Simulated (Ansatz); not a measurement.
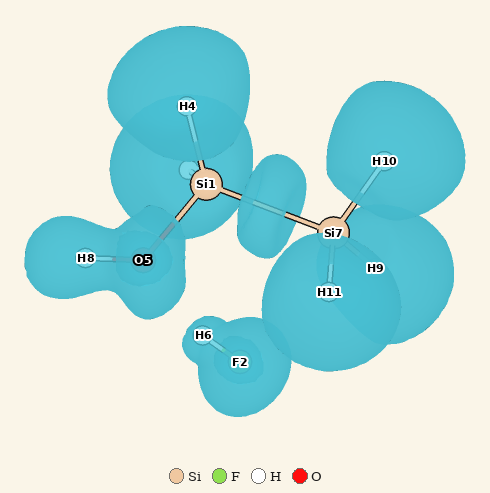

*H6OSi2···HF. Isosurface of the ELF at 0.75 (cyan), seen across its widest extent. Core shells and regions of very low density are left out.*

Not at a stationary point (largest force 1.5 eV/Å).

These are results of UKS B3LYP/def2-SVP in Ansatz, not measurements.

Input file:

```
crystal:
  periodic: [false, false, false]
  atoms:
    - { symbol: Si, position_ang: [-0.8995, 0.0175, 0.5555] }
    - { symbol: F, position_ang: [-0.45, -1.9283, 0.3955] }
    - { symbol: H, position_ang: [-2.248, -0.5189, 0.4817] }
    - { symbol: H, position_ang: [-1.1275, 1.4728, 0.3611] }
    - { symbol: O, position_ang: [-0.1072, -0.0883, 1.968] }
    - { symbol: H, position_ang: [0.239, -1.1991, -0.2775] }
    - { symbol: Si, position_ang: [0.9699, 0.2312, -1.2361] }
    - { symbol: H, position_ang: [-0.2701, 0.5621, 2.6421] }
    - { symbol: H, position_ang: [0.2472, 0.4241, -2.495] }
    - { symbol: H, position_ang: [1.4593, 1.5476, -0.8286] }
    - { symbol: H, position_ang: [2.1869, -0.5208, -1.5669] }
magnetization:
  spin_polarized: true
basis:
  gaussian: { orbitals: def2-SVP }
hamiltonian:
  xc: b3lyp
relax:
  f_tol: 0.15
  max_steps: 25
  restrain:
    - { distance: [0, 6], at: 2.22, k: 30.0 }
    - { distance: [5, 1], at: 0.88, k: 30.0 }
    - { distance: [0, 1], at: 2.98, k: 30.0 }
    - { distance: [5, 6], at: 2.72, k: 30.0 }
output:
  orbitals: {}
```

Run with:

```sh
ansatz run input.yaml --threads 4 --pin off --max-ram 5120MiB --backend cpu --events-out ev --progress --plain --runs-dir out
```

The fields are those of the run's last geometry, not of the input's.

Question: What do the ELF domains correspond to?

Answer: At this value the surface marks out one region between bonded Si–Si atoms (shared pairs), five regions around hydrogen nuclei, one joined region spread over several atoms (F, H), in which their bonds and any lone pairs are merged and one joined region spread over several atoms (H, O), in which their bonds and any lone pairs are merged. Profiles from the grid: O5···H6 (1.66 Å): the ELF dips to about 0.15 between them; by its geometry a hydrogen bond between the two molecules, with no shared pair. Si–O (1.71 Å): the ELF peaks at about 0.90 between the atoms (a polar covalent bond).
